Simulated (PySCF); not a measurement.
# RuNBr: relaxation and vibrations of the quintet

Where does quintet RuNBr go from a linear start, is the end point a minimum, and what are its modes, charges and moments?

Program: PySCF 2.14.0. Level of theory: PBE0, basis Ru def2-TZVP with ECP28, N def2-TZVP, Br def2-TZVP, scalar-relativistic core potentials, no spin–orbit coupling, density fitting. These are calculated values, not measurements.

**1. Starting geometry**

3 atoms, charge 0, spin multiplicity 5.

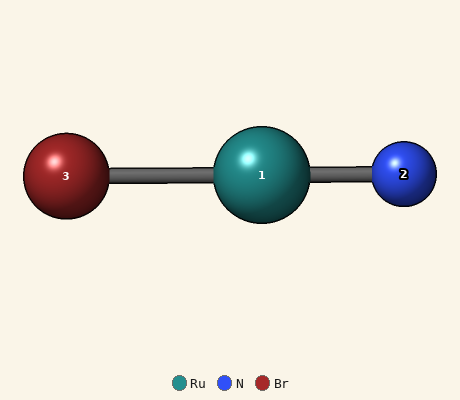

As it starts; ruthenium teal, nitrogen blue, bromine red; atoms are numbered from 1 in the order of the file.

```xyz
3
charge 0 multiplicity 5
Ru    0.0000    0.0000    0.0000
N     0.0000    0.0000   -1.7400
Br    0.0000    0.0000    2.3900
```

**2. The SCF at the typed geometry**

The steps below are one call of a driver around PySCF. For each, scf.py gives the equivalent set-up of the SCF; relaxations use the driver's own optimiser. After this first run the driver tries any further starts and a stability analysis.

scf.py

```python
from pyscf import gto, scf, dft
mol = gto.M(atom='''
Ru     0.000000     0.000000     0.000000
N      0.000000     0.000000    -1.740000
Br     0.000000     0.000000     2.390000''',
    basis={'Ru': 'def2-TZVP', 'N': 'def2-TZVP', 'Br': 'def2-TZVP'},
    ecp={'Ru': 'def2-TZVP'},
    charge=0, spin=4)
mf = dft.UKS(mol, xc='PBE0')
mf.grids.atom_grid = (50, 194)
aux = {'Ru': 'def2-universal-JKFIT', 'N': 'def2-universal-JKFIT', 'Br': 'def2-universal-JKFIT'}
mf = mf.density_fit(auxbasis=aux)
mf.conv_tol = 1e-08
mf.diis_space = 10
mf.max_cycle = 60
mf.init_guess = 'minao'
mf.verbose = 4
mf.kernel()
```

Launch:

```sh
$ OMP_NUM_THREADS=4 python axn.py task.json out
```

Further steps of the session: Relaxation: linear start, quintet; Frequencies; Leaving the saddle point; Frequencies.

**Question.** What will these runs give? Wanted: minimum; geometry; wavenumbers; dipole moment; highest occupied, lowest empty level; polar-tensor charge of Ru1; zero-point energy; atomisation energy; ⟨S²⟩.

**Answer**, as computed:

| quantity | value |
| --- | --- |
| minimum | quintet, Cs |
| geometry | Ru–Br 2.362 Å, Ru–N 1.670 Å; Br–Ru–N 116.5° |
| wavenumbers (cm⁻¹) | 166 (a'), 291 (a'), 961 (a') |
| dipole moment | 2.41 D |
| highest occupied, lowest empty level (either spin) | -6.60, -4.48 eV |
| polar-tensor charge of Ru1 | +0.76 e |
| zero-point energy | 8.5 kJ/mol |
| entropy at 298.15 K | 314.4 J/(mol K) |
| atomisation energy (no zero-point energy) | 632 kJ/mol |
| ⟨S²⟩ | 6.026 |

In words: The linear start (C∞v) ends in a minimum of Cs symmetry, after a stop at a second-order saddle point 75.4 kJ/mol higher, from which it was pushed off along an imaginary mode. In the infrared the band at 961 cm⁻¹ (a', stretch) leads. Most of the spin sits on Ru1 (Mulliken spin 2.94, against 4 for the whole molecule). Other starts or spin states, not run here, may lie lower. One determinant may miss the lowest occupation of an open d or f shell.
